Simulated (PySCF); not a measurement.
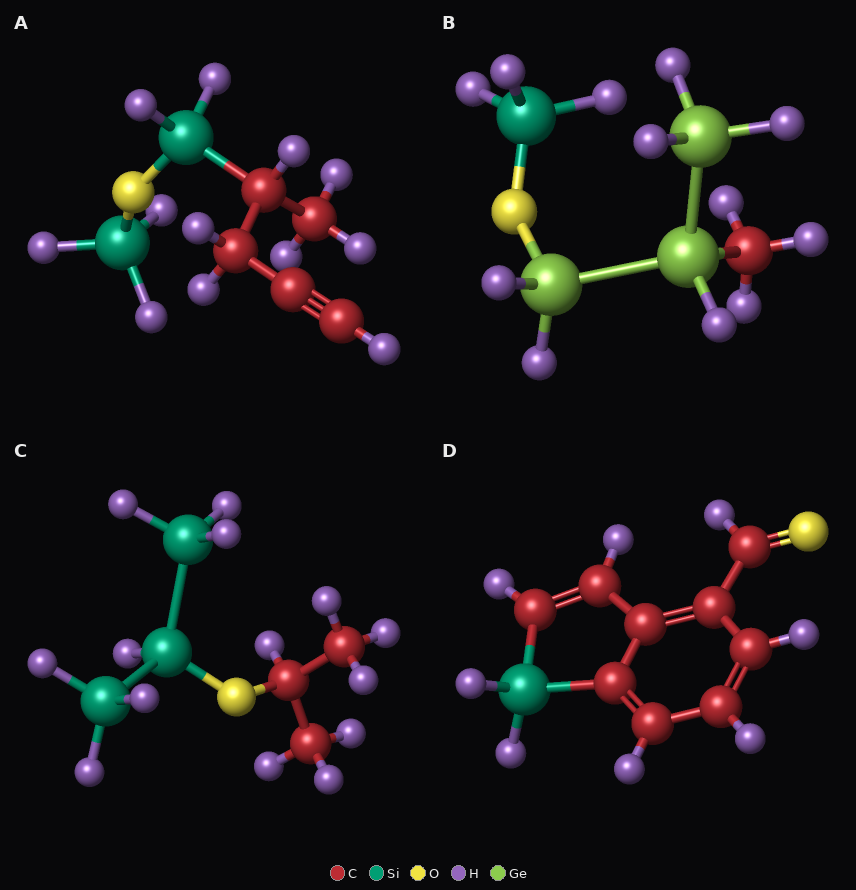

The picture comes from a calculation with PySCF.

Match each picture to its SMILES.
(1) [CH3][Ge@@H]([GeH3])[GeH2][O][SiH3]
(2) C#CC[C@@H](C)[SiH2]O[SiH3]
(3) CC(C)O[SiH]([SiH3])[SiH3]
(4) O=Cc1cccc2c1C=C[SiH2]2

A is (2), B is (1), C is (3), D is (4).
